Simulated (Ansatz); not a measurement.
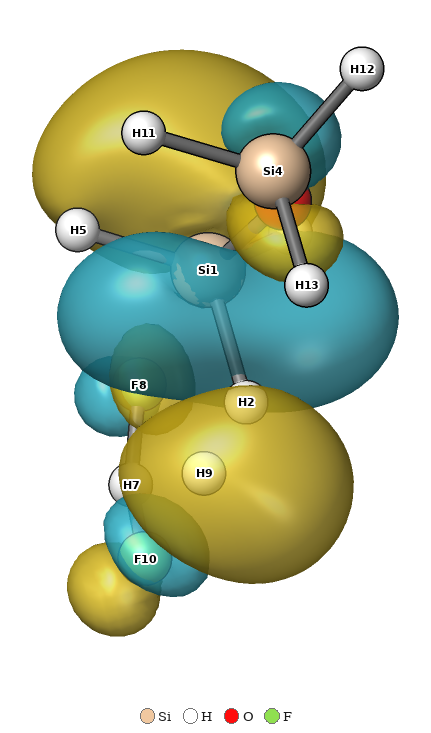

The picture shows: H₆OSi₂···F₂H···H. The LUMO at ±0.08 Å⁻³ᐟ² (yellow and cyan are the two phases), seen at an oblique angle.

A transition-state structure; geometry: PBE0-D4/def2-TZVP.

Level of theory: RKS PBE0-D4/def2-TZVPP (Ansatz).

```csv
atom,x (Å),y (Å),z (Å)
Si,-0.0206,0.3596,0.9525
H,0.0047,-1.1347,0.1914
O,-0.9799,0.7913,-0.3300
Si,-0.9546,1.0737,-1.9408
H,1.1942,1.1626,0.7166
H,-0.9895,0.5268,2.0447
H,1.4183,-1.5711,1.8218
F,1.0195,-0.5594,2.2636
H,0.6508,-1.7235,0.4860
F,1.5094,-2.3933,1.0936
H,0.2574,1.8502,-2.3152
H,-2.1723,1.8375,-2.3068
H,-0.9372,-0.2197,-2.6774
```

What is the character of this orbital?

Answer. It lies mainly on Si1 (about 45 %), H9 (about 15 %), H2 (about 10 %) and F10 (about 5 %). Its energy is −0.59 eV.
